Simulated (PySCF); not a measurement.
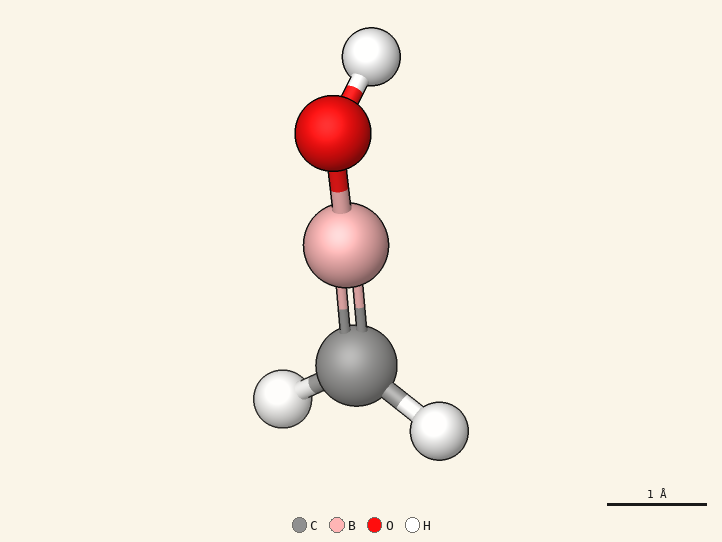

Ball-and-stick drawing of a structure.

The geometry was computed by an optimisation with PBE0-D3(BJ)/def2-TZVP. No frequency run is at hand to confirm it as a minimum.

Identify the structure.

Formula CH₃BO. Its SMILES string is `C=BO`. It has no ring. The point group is Cs. Coordination: 1 C trigonal planar; 1 B linear; 1 O bent.

The parts below concern this one geometry. Atoms keep their numbers from picture to picture.

### Dipole moment

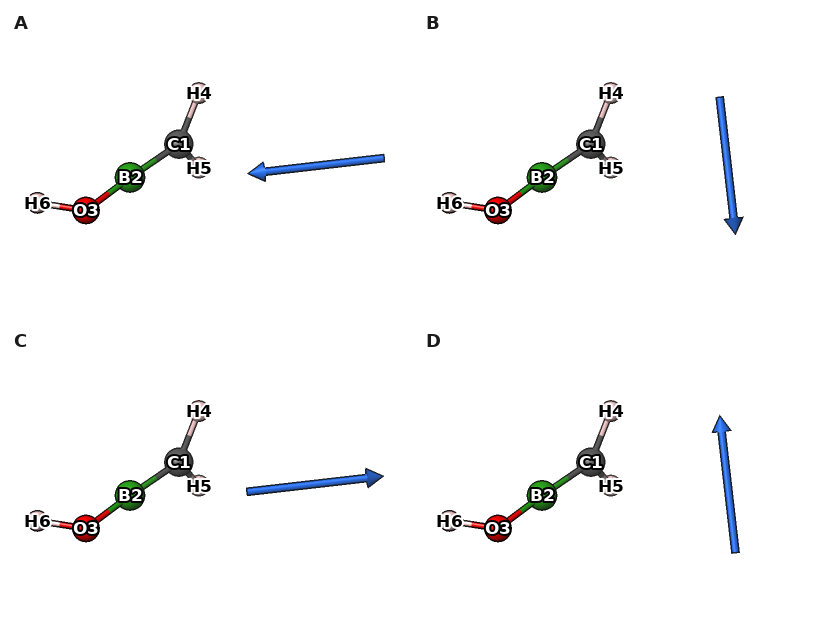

The same molecule four times, each with an arrow. No frequency run is at hand to confirm it as a minimum. Level of theory: CAM-B3LYP/aug-cc-pVTZ, gas phase (PySCF 2.14.0).

> Which arrow points along the dipole moment, from the negative to the positive end?

A. The dipole moment is 2.39 D; it points from the side of H4, H5 to the side of H6 (the outermost atoms at the two ends).

### Charges

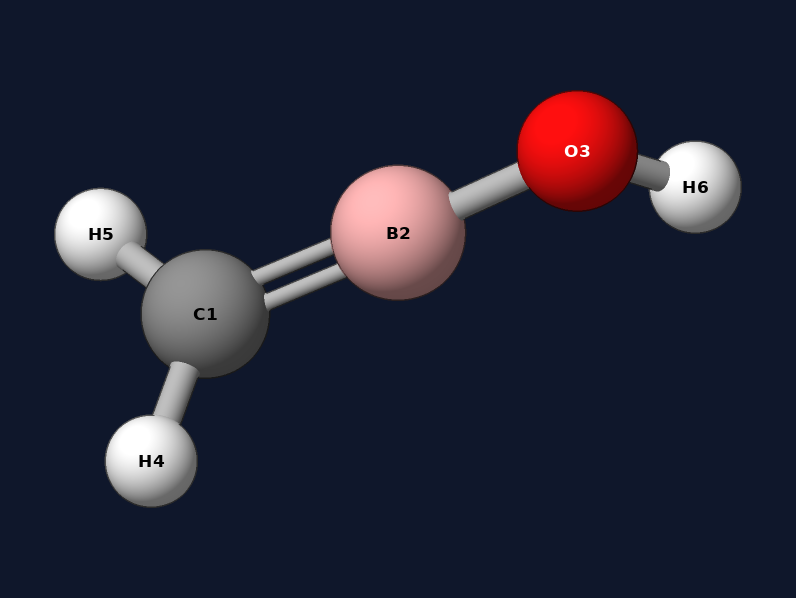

The questions are on ESP-fitted charges. No frequency run is at hand to confirm it as a minimum. Level of theory: PBE0/pcSseg-2, gas phase (PySCF 2.14.0).

> Which atom carries the highest charge (most positive or least negative)?

B2 (0.68 e).

> And the lowest?

C1 (−1.36 e).

List the ESP-fitted charges.

```
atom  value (e)
  C1      −1.36
  B2       0.68
  O3      −0.49
  H4       0.39
  H5       0.39
  H6       0.39
```

### Excitation

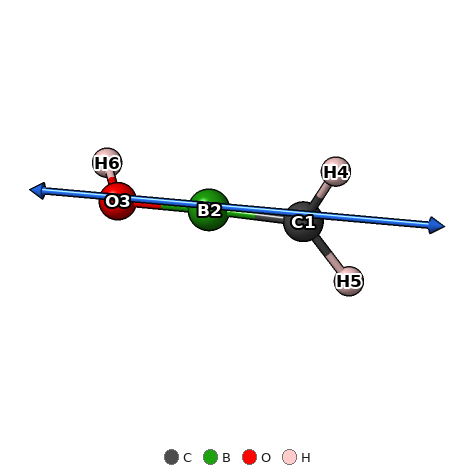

The double arrow shows the direction of the transition dipole to excited singlet state 9 (its length means nothing). No frequency run is at hand to confirm it as a minimum. Properties computed with TDDFT PBE0/aug-cc-pVTZ, vertical, gas phase, core orbitals frozen in the response (PySCF 2.14.0).

> How is the transition polarised?

Nearly parallel to the B2–O3 bond.

> Give its energy, strength and character.

7.04 eV (176 nm), oscillator strength 0.20, mainly HOMO → LUMO+8 (weight 0.87); transition dipole 2.73 D.
